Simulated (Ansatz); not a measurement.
Bond-angle distributions (per cent of the angles at each element, bins of 10°) of a relaxed model of amorphous Sb$_{24}$O$_{36}$ at 4.48 g/cm³. The numbers are results of PBE, scalar-relativistic without spin-orbit coupling (plane waves to 420 eV, PAW; Ansatz, a first-principles code), not measurements.

The cell was made by melting and quenching with the CHGNet potential and then relaxed with DFT. O atoms were pushed apart under 1.9 Å during the dynamics, to hinder bonds among them. The hot cell started wider than the set density and was brought back towards it in steps. It is the lowest in DFT energy of 2 quenches. It is a model cell: composition and starting density were chosen by hand, and all elements were melted together. No dispersion term was used. Its density started from a set value of 5.66 and ended at 4.48 g/cm³. The simulated quench (nominally 210 K/ps over its main leg) is rapid and tends to freeze in more defects than a deposited or slowly cooled glass has. One small periodic cell is one sample of the glass; other quenches scatter about these values. Volume and shape were free in the relaxation.

Neighbours within Sb-Sb 3.25 Å, Sb-O 2.36 Å, O-O 1.58 Å count as bonded. Two cations that share two anions don't count as bonded, nor two that share one unless they lie closer than Sb-Sb 2.97 Å.

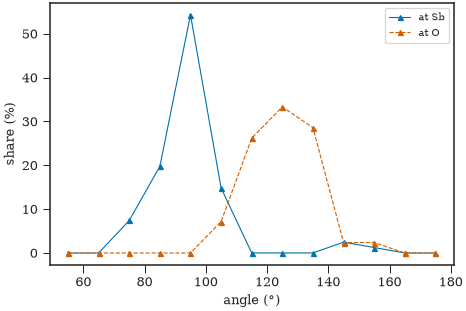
Figure: Bond-angle distributions

They go with these counts of neighbours within the cut-offs, cation contacts included: Sb mean 3.1, most often 3; O mean 2.1, most often 2.
